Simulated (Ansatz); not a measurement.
The figure comes from a scan of MoS$_{2}$ (space group R3m): a phonon pattern at L = (0.5, 0.0, 0.0) is frozen into a 6-atom cell, Q being the largest atomic displacement. These are LDA (plane waves to 420 eV, PAW, scalar-relativistic; Ansatz, a program for electronic structure) values and carry that method's errors. k mesh 6×12×12 (Γ-centred), Fermi-Dirac smearing 0.05 eV. E stands for the smeared free energy. As the smearing reaches across the gap at some points, energies and forces of such displacements shift with the k mesh and the smearing. MoS2 is run without spin polarisation. MoS2 was relaxed with its symmetry unable to fall. This is one of several known forms of MoS2; the measured ambient cells at hand have space group No. 194. ΔE is measured from the undisplaced structure.

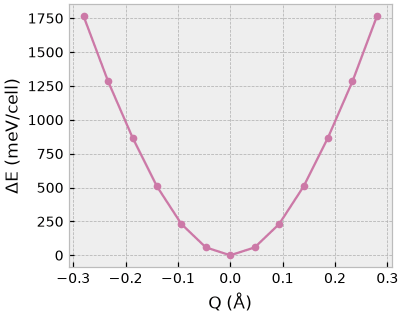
*ΔE (meV/cell) against Q (Å); one marker a computed point.*

### Question
Read the plotted values off the figure, to the accuracy that the plot allows.

### Answer
To the nearest 50:

```json
[
 {"Q (Å)": "-0.280", "ΔE (meV/cell)": "1750"},
 {"Q (Å)": "-0.233", "ΔE (meV/cell)": "1300"},
 {"Q (Å)": "-0.187", "ΔE (meV/cell)": "850"},
 {"Q (Å)": "-0.140", "ΔE (meV/cell)": "500"},
 {"Q (Å)": "-0.093", "ΔE (meV/cell)": "250"},
 {"Q (Å)": "-0.047", "ΔE (meV/cell)": "50"},
 {"Q (Å)": "0.000", "ΔE (meV/cell)": "0"},
 {"Q (Å)": "0.047", "ΔE (meV/cell)": "50"},
 {"Q (Å)": "0.093", "ΔE (meV/cell)": "250"},
 {"Q (Å)": "0.140", "ΔE (meV/cell)": "500"},
 {"Q (Å)": "0.187", "ΔE (meV/cell)": "850"},
 {"Q (Å)": "0.233", "ΔE (meV/cell)": "1300"},
 {"Q (Å)": "0.280", "ΔE (meV/cell)": "1750"}
]
```

(A displaced cell: forces are minus the slopes of the energy, force constants its curvatures, and phonons follow from these.)
